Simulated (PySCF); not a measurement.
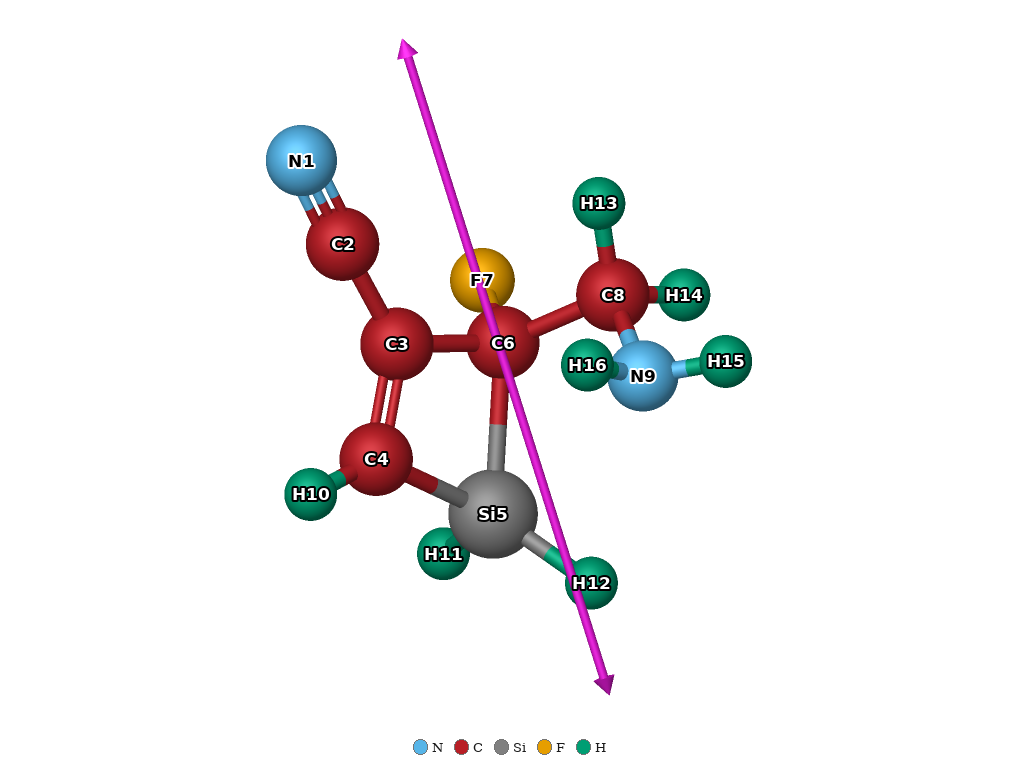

The double arrow shows the direction of the transition dipole to excited singlet state 4 (its length means nothing). The computed structure is the end point of a GFN2-xTB optimisation. No frequency run is at hand to confirm it as a minimum. Method: TDDFT PBE0/def2-SVPD, vertical, gas phase, core orbitals frozen in the response (PySCF 2.14.0).

Question. How is the transition polarised?

Answer. Close to the long direction N1···Si5.

Question. Where does the transition lie, and how strong is it?

Answer. 5.89 eV (211 nm), oscillator strength 0.13, mainly HOMO−2 → LUMO (weight 0.56); transition dipole 2.40 D.

The geometry is semi-empirical. Around Si such bond lengths and angles can be off by a tenth of an ångström or more and by several degrees, and values that hang on the shape move with them.
